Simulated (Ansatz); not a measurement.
Start from CsPbCl3 in the cubic perovskite structure (space group Pm-3m, No. 221; a = 5.521 Å). Axes: x, y, z lie along the cube axes.

The change: tensor shear ε_xy = +0.67 % (engineering shear γ = 0.0134); the atoms relax in the strained cell.

Calculations: plane-wave PAW DFT at the LDA level (Ansatz, a program for electronic structure, 420 eV), scalar-relativistic without spin-orbit coupling.

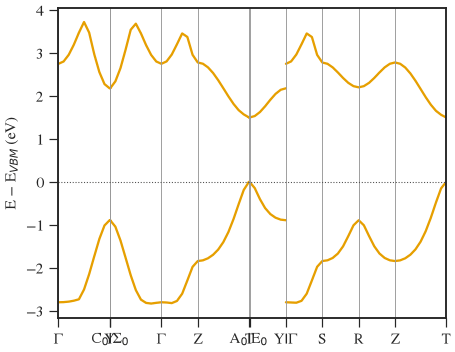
Figure. Highest valence and lowest conduction band along the path of the changed cell's own zone

The gap is 1.50 eV, direct at T; the base has 1.53 eV.

Spin-orbit coupling, missing from the scalar runs, can matter with Pb. Stability against distortions was not tested. Many cubic perovskites are stable only at high temperature; tilts and polar distortions were not tested. This is not the structure that CsPbCl3 has at room temperature and ambient pressure. k-point labels follow each cell's own Brillouin zone.
